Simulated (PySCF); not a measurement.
Molecule: C2H7S (cation, charge +1), SMILES CC[SH2+]. Atoms near the plane z = 1.0 Å, at the CAM-B3LYP/def2-SVP optimised geometry (x, y, z in Å): C1 (-0.8, 0.0, 0.0), C2 (0.7, 0.0, 0.0), H4 (-1.2, 1.0, 0.0), H6 (-1.1, -0.5, 0.9), H7 (1.2, 0.6, 0.8), H8 (1.2, -1.0, 0.0).

Level of theory: PySCF 2.14.0 with CAM-B3LYP/def2-TZVP. The values are rescaled to run from 0 to 1.

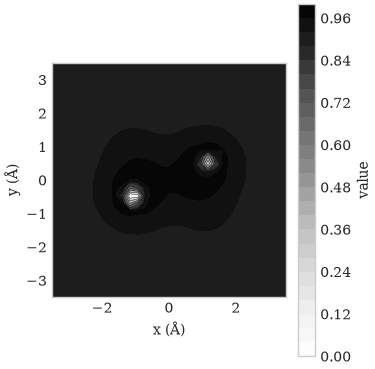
Figure: a field on the plane z = 1.0 Å.

Problem. Which quantity is mapped?
(A) log10 of the electron density
(B) Laplacian of the electron density
(C) electron localisation function
(D) electrostatic potential

Solution. B, Laplacian of the electron density. In full: Laplacian of the electron density (e/bohr⁵), clipped to [-1.50, 1.50].
